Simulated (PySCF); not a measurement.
# singlet [InH2]+ at 5 levels

Wanted: a comparison of 5 runs (B2PLYP/ccECP-cc-pVDZ, B3LYP/ccECP-cc-pVDZ, PBE/ccECP-cc-pVDZ, SVWN5/ccECP-cc-pVDZ, NEVPT2(2,2)/ccECP-cc-pVDZ) of singlet [InH2]+. 

The results are computed with PySCF 2.14.0.

**1. The molecule**

The species is [InH2]+ (3 atoms), meant as a singlet with charge +1. SMILES of the parent species: `[InH2]`. The shape is that of a PBE0-D4/def2-TZVP optimisation. That shape belongs to the parent species and isn't relaxed for this state.

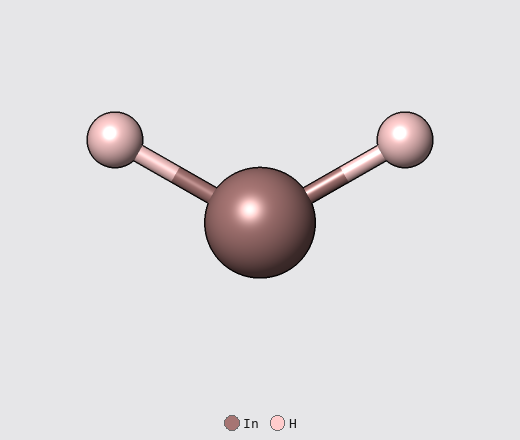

Viewed from a chosen angle; indium brown, hydrogen pink.

**2. A single-point energy at B2PLYP/ccECP-cc-pVDZ (core potential) (run 1)**

The input, run.py:

```python
from pyscf import gto, dft, mp

molecule = gto.M(
    atom='''
In       0.384600      -0.425400       0.149800
H        0.691300       1.265400       0.521600
H       -1.086900      -0.904800      -0.684700
''',
    charge=1,
    basis='ccecp-cc-pvdz',
    max_memory=1860,
    verbose=4,
    ecp='ccecp',
)

mf = dft.RKS(molecule)
mf.xc = '0.53*HF + 0.47*B88, 0.73*LYP'
mf.grids.level = 5
mf.conv_tol = 1e-10
mf.kernel()
if not mf.converged:
    mf = mf.newton().run(mf.mo_coeff, mf.mo_occ)

pt = mp.MP2(mf).run()
e_tot = mf.e_tot + 0.27 * pt.e_corr
print('PT2 part  %.8f' % (0.27 * pt.e_corr))
print('Final energy', e_tot)
```

Command:

```sh
$ OMP_NUM_THREADS=1 python run.py
```

What it wrote:

```text
PySCF version 2.14.0

[... 67 lines left out ...]
converged SCF energy = -2.75044427773634
[... 1 line left out ...]
******** <class 'pyscf.mp.mp2.RMP2'> ********
nocc = 2, nmo = 23
E(RMP2) = -2.81590861969547  E_corr = -0.0654643419591266
E(SCS-RMP2) = -2.82734075918314  E_corr = -0.0768964814468008
E_corr(same-spin) = -0.00191622565863593
E_corr(oppo-spin) = -0.0635481163004907
PT2 part  -0.01767537
Final energy -2.7681196500653047
```

Run time: 1.7 s. Hardware: 1 thread of Arm Neoverse V1, shared host; peak memory 0.18 GiB.

**3. A single-point energy at B3LYP/ccECP-cc-pVDZ (core potential) (run 2)**

The input, geometry.xyz:

```xyz
3

In     0.384600    -0.425400     0.149800
H      0.691300     1.265400     0.521600
H     -1.086900    -0.904800    -0.684700
```

The input, input.py:

```python
from pyscf import gto, dft

molecule = gto.Mole()
molecule.atom = 'geometry.xyz'
molecule.max_memory = 1860
molecule.charge = 1
molecule.ecp = {'In': 'ccecp', 'H': 'ccecp'}
molecule.basis = 'ccecp-cc-pvdz'
molecule.verbose = 3
molecule.build()

calc0 = dft.RKS(molecule)
calc0.xc = 'b3lyp'
calc0.grids.level = 5
calc0.conv_tol = 1e-10
calc0.kernel()
if not calc0.converged:
    calc0 = calc0.newton().run(calc0.mo_coeff, calc0.mo_occ)

etot = calc0.e_tot
print('E = %.10f Eh' % etot)
```

Command:

```sh
$ OMP_NUM_THREADS=1 python input.py
```

What it wrote:

```text
converged SCF energy = -2.8010362200644
E = -2.8010362201 Eh
```

Wall time 1.7 s (1 thread of Arm Neoverse V1, shared host); peak memory 0.18 GiB.

**4. The energy at PBE/ccECP-cc-pVDZ (core potential) (run 3)**

The input, job.py:

```python
from pyscf import gto, dft

system = gto.M(
    atom='''
In     0.726789    -0.803889     0.283081
H      1.306368     2.391259     0.985681
H     -2.053943    -1.709824    -1.293895
''',
    max_memory=1860,
    ecp='ccecp',
    unit='bohr',
    charge=1,
    basis='ccecp-cc-pvdz',
    spin=0,
    verbose=3,
)

mf = dft.RKS(system, xc='pbe')
mf.grids.level = 5
mf.conv_tol = 1e-10
mf.kernel()
if not mf.converged:
    mf = mf.newton().run(mf.mo_coeff, mf.mo_occ)

e_tot = mf.e_tot
print(f'total energy: {e_tot:.8f} hartree')
```

Command:

```sh
$ OMP_NUM_THREADS=1 python job.py
```

What it wrote:

```text
converged SCF energy = -2.79157344551562
total energy: -2.79157345 hartree
```

It took 1.7 s on 1 thread of Arm Neoverse V1, shared host; peak memory 0.18 GiB.

Run 4 isn't shown in full; the table further down has it.

**5. A single-point energy at NEVPT2(2,2)/ccECP-cc-pVDZ (core potential) (run 5)**

Changes to geometry.xyz since step 3:

```diff
@@ -1,3 +1,3 @@
 3
-
+H2In
 In     0.384600    -0.425400     0.149800
```

The input, job.py:

```python
import numpy
from pyscf import gto, scf, mp, mcscf, mrpt

mol = gto.M(
    atom='geometry.xyz',
    ecp={'In': 'ccecp', 'H': 'ccecp'},
    max_memory=1860,
    basis='ccecp-cc-pvdz',
    spin=0,
    charge=1,
    verbose=3,
)

calc0 = mol.RHF()
calc0.conv_tol = 1e-10
calc0.kernel()
if not calc0.converged:
    calc0 = calc0.newton().run(calc0.mo_coeff, calc0.mo_occ)

pt = mp.MP2(scf.addons.convert_to_uhf(calc0)).run()
noons, natorbs = mcscf.addons.make_natural_orbitals(pt)
print('natural occupations', numpy.round(noons[:40], 4))
cas = mcscf.CASSCF(calc0, 2, 2)
cas.fix_spin_(ss=0.0)
cas.natorb = True
cas.kernel(natorbs)
e_pt2 = mrpt.NEVPT(cas).kernel()
e_final = cas.e_tot + e_pt2
print('Final energy', e_final)
```

Command:

```sh
$ OMP_NUM_THREADS=1 python job.py
```

What it wrote:

```text
converged SCF energy = -2.68759428578669
E(UMP2) = -2.7382168467264  E_corr = -0.0506225609397042
E(SCS-UMP2) = -2.7471065101121  E_corr = -0.0595122243254072
natural occupations [1.9751e+00 1.9659e+00 2.5800e-02 1.0700e-02 5.5000e-03 5.2000e-03
 3.2000e-03 2.2000e-03 1.7000e-03 1.6000e-03 9.0000e-04 7.0000e-04
 4.0000e-04 3.0000e-04 3.0000e-04 1.0000e-04 1.0000e-04 1.0000e-04
 1.0000e-04 1.0000e-04 0.0000e+00 0.0000e+00 0.0000e+00]
CASSCF energy = -2.70427800204014
CASCI E = -2.70427800204014  E(CI) = -1.66066975285207  S^2 = 0.0000000
Sr    (-1)',   E = -0.00000000000045
Si    (+1)',   E = -0.00000000000039
Sijrs (0)  ,   E = -0.00784873341971
Sijr  (+1) ,   E = -0.00033769023024
Srsi  (-1) ,   E = -0.01146798015800
Srs   (-2) ,   E = -0.00564950855308
Sij   (+2) ,   E = -0.00110809306429
Sir   (0)' ,   E = -0.01680175069700
Nevpt2 Energy = -0.043213756123151
Final energy -2.7474917581632865
```

It took 1.6 s on 1 thread of Arm Neoverse V1, shared host; peak memory 0.12 GiB.

**6. Overview of the runs**

```csv
run,level,frozen core orbitals,integration grid,energy (Eh),HOMO energy (eV),LUMO energy (eV),HOMO–LUMO gap (eV),wall time
1,B2PLYP/ccECP-cc-pVDZ (core potential),0,5,-2.768120,-15.73,-8.70,7.03,1.7 s
2,B3LYP/ccECP-cc-pVDZ (core potential),–,5,-2.801036,-14.67,-9.98,4.69,1.7 s
3,PBE/ccECP-cc-pVDZ (core potential),–,5,-2.791573,-13.79,-10.56,3.23,1.7 s
4,SVWN5/ccECP-cc-pVDZ (core potential),–,5,-2.754591,-13.68,-10.48,3.20,1.4 s
5,"NEVPT2(2,2)/ccECP-cc-pVDZ (core potential)",–,–,-2.747492,-17.30,-6.98,10.32,1.6 s
```

**7. Results**

| quantity | value |
| --- | --- |
| run 5: total energy | -2.74749 Eh |
| run 5: HOMO energy (Hartree–Fock orbitals) | -17.30 eV |
| run 5: LUMO energy (Hartree–Fock orbitals) | -6.98 eV |
| run 5: HOMO–LUMO gap (Hartree–Fock orbitals) | 10.32 eV |

In words: Over runs 1, 2, 3, 4 the HOMO–LUMO gap runs from 3.20 eV (SVWN5/ccECP-cc-pVDZ) to 7.03 eV (B2PLYP/ccECP-cc-pVDZ). A double hybrid's value is that of its SCF part. Totals of different functionals can't be ranked against each other. All runs together took 8.1 s, the longest 1.7 s.
